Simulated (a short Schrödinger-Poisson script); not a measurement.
System: symmetric double-gate stack, SiO2 on p-type Si(100), at 300 K.

```csv
layer,material,thickness (nm),Na (cm⁻³)
1,SiO2,1.4,-
2,Si,6,4e15
3,SiO2,1.4,-
```

Constants are typed, rounded textbook-type inputs, not results; the design itself was drawn at random and stands for no fabricated device. SiO2: permittivity 3.9, conduction-band edge (eV) 3.15, gap (eV) 9, electron mass (mₑ) 0.5. Si: permittivity 11.7, conduction-band edge (eV) 0, gap (eV) 1.124, Nv at 300 K (cm⁻³) 3.1e19.

Channel valleys (confinement mass, in-plane density-of-states mass, number): Δ2 0.916, 0.19, 2; Δ4 0.19, 0.417, 4. At the gates, both at one voltage, the conduction-band edge of layer 1 lies 3.57 eV − eVg above the Fermi level of the channel. Gaps are held at their typed values at every temperature. Mesh 0.03 nm at interfaces.

Solved with a short Schrödinger-Poisson script written for these runs: 1D Poisson equation in equilibrium, electrons quantum, Hartree (BenDaniel-Duke, 12 states a valley, the channel's in-plane mass for all, wave functions ending at the dielectric), parabolic valleys, classical holes, full ionisation, no traps, pinning or gate leakage.

Only gate voltages with over 1e8 electrons/cm² are shown.

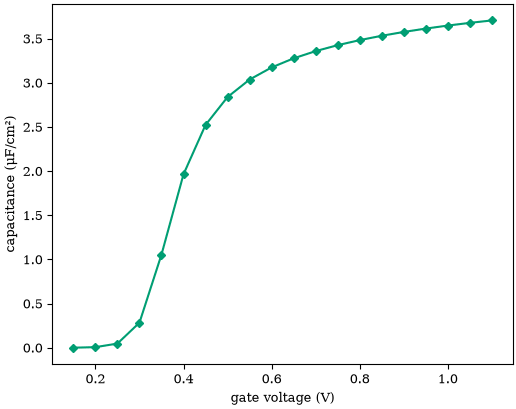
*Quasi-static capacitance against gate voltage*

| Vg (V) | electrons (cm⁻²) | C (μF/cm²) | Δ2 E0 (meV) | Δ2 E1 (meV) | Δ4 E0 (meV) | Δ4 E1 (meV) |
|---|---|---|---|---|---|---|
| 0.15 | 1.62e8 | < 0.003 | 281.5 | 315.7 | 325.1 | 490.0 |
| 0.2 | 1.12e9 | 0.00704 | 231.6 | 265.8 | 275.1 | 440.0 |
| 0.25 | 7.64e9 | 0.0476 | 181.9 | 216.0 | 225.4 | 390.3 |
| 0.3 | 4.91e10 | 0.284 | 133.7 | 167.8 | 177.3 | 342.1 |
| 0.35 | 2.41e11 | 1.06 | 92.5 | 126.0 | 136.1 | 300.3 |
| 0.4 | 7.17e11 | 1.96 | 64.1 | 96.4 | 107.7 | 270.7 |
| 0.45 | 1.42e12 | 2.52 | 46.0 | 76.5 | 89.7 | 250.9 |
| 0.5 | 2.26e12 | 2.84 | 33.6 | 62.1 | 77.5 | 236.6 |
| 0.55 | 3.18e12 | 3.04 | 24.4 | 50.8 | 68.6 | 225.6 |
| 0.6 | 4.15e12 | 3.17 | 17.0 | 41.4 | 61.7 | 216.5 |
| 0.65 | 5.16e12 | 3.28 | 10.9 | 33.3 | 56.0 | 208.8 |
| 0.7 | 6.20e12 | 3.36 | 5.5 | 26.1 | 51.3 | 202.1 |
| 0.75 | 7.25e12 | 3.43 | 0.7 | 19.6 | 47.4 | 196.2 |
| 0.8 | 8.33e12 | 3.48 | -3.6 | 13.7 | 43.9 | 190.8 |
| 0.85 | 9.43e12 | 3.53 | -7.6 | 8.2 | 40.8 | 186.0 |
| 0.9 | 1.05e13 | 3.58 | -11.4 | 3.1 | 38.1 | 181.6 |
| 0.95 | 1.17e13 | 3.61 | -15.0 | -1.8 | 35.7 | 177.5 |
| 1 | 1.28e13 | 3.65 | -18.4 | -6.3 | 33.5 | 173.8 |
| 1.05 | 1.39e13 | 3.68 | -21.8 | -10.7 | 31.4 | 170.2 |
| 1.1 | 1.51e13 | 3.71 | -25.0 | -14.9 | 29.5 | 166.9 |

Subbands count from the Fermi level. The capacitance is that of both gates.
